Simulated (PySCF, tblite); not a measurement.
**C5H8OSSi: geometry, infrared bands and NMR shifts**

Aim: predict the infrared bands and NMR shifts of C5H8OSSi (`C=C(C)[Si@H]1OC=CS1`).

The runs use tblite 0.8.0 and PySCF 2.14.0, with density-fitted response routines of our own; the level of theory stands in each step. All values are computed, except where a source is named. Atoms are numbered from 0 throughout.

## 1. The molecule as given

16 atoms, charge 0, multiplicity 1; geometry from: force field or distance geometry start.

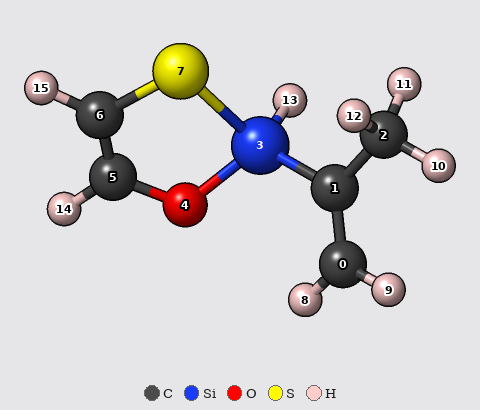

As it starts; carbon dark grey, silicon blue, oxygen red, sulfur yellow, hydrogen pink, atoms numbered.

## 2. Relaxing the molecule with GFN2-xTB

What the job is given:

```
{"job": {"kind": "relax", "xc": "GFN2-xTB", "basis": "xTB"}, "charge": 0, "multiplicity": 1}
C     -1.728500     1.290700    -0.392700
C     -1.318700     0.059800    -0.127800
C     -2.235700    -0.992900     0.398700
Si     0.432100    -0.387200    -0.376500
O      1.512800     0.918000    -0.332300
C      2.665900     0.787300     0.339400
C      2.783400    -0.130200     1.207500
S      1.367300    -1.172800     1.443700
H     -1.014200     2.011600    -0.761600
H     -2.801300     1.556500    -0.233100
H     -3.309600    -0.705800     0.170800
H     -2.090800    -1.969800    -0.116200
H     -2.160400    -1.102300     1.518800
H      0.663100    -1.357300    -1.443200
H      3.525600     1.508100     0.134200
H      3.701400    -0.304800     1.826400
```

Launch:

```console
OMP_NUM_THREADS=1 python probes_run.py task.json out
```

One launch serves the whole session: the jobs run in the order shown.

**Question.** This job is followed by: GFN2-xTB harmonic vibrations, gas phase; GIAO PBE0/pcSseg-1 NMR shielding, non-relativistic, gas phase. What will the session give for the following? strongest single infrared mode (GFN2-xTB); zero-point energy (GFN2-xTB); ¹³C shifts against TMS (PBE0/pcSseg-1); ¹H shifts against TMS (PBE0/pcSseg-1, means over atoms taken as alike); ²⁹Si shifts against TMS (PBE0/pcSseg-1); ¹⁷O shifts against H2O (PBE0/pcSseg-1); ³³S shifts against CS2 (PBE0/pcSseg-1).

**Answer**, as computed:

| quantity | value |
| --- | --- |
| strongest single infrared mode (GFN2-xTB) | 2277 cm⁻¹, 255 km/mol |
| zero-point energy (GFN2-xTB) | 72.6 kcal/mol |
| ¹³C shifts against TMS (PBE0/pcSseg-1) | 150.3, 147.3, 137.4, 108.3, 24.2 ppm |
| ¹H shifts against TMS (PBE0/pcSseg-1, means over atoms taken as alike) | 6.68, 6.29, 6.24, 5.80, 5.57, 2.02 ppm |
| ²⁹Si shifts against TMS (PBE0/pcSseg-1) | 11.0 ppm |
| ¹⁷O shifts against H2O (PBE0/pcSseg-1) | 124.2 ppm |
| ³³S shifts against CS2 (PBE0/pcSseg-1) | -107 ppm |

What this shows: The optimisation took 133 steps and gained 0.623 eV; among the close pairs (by a distance rule), C5–H14 changed most, from 1.141 to 1.078 Å. All 42 modes are real, so the xTB geometry is a minimum. The strongest single mode, at 2277 cm⁻¹, moves mainly H13. GFN2-xTB is a fitted tight-binding method: band positions and strengths are rough. Its intensities can rank the bands wrongly. The most deshielded hydrogen is H14 (hydrogen on an alkene carbon bearing oxygen), at 6.68 ppm: attached to an sp2 carbon and in the plane of the double bond. At PBE0/pcSseg-1: The widest tensor belongs to S7: span 326 ppm, with a paramagnetic part of -449 ppm.
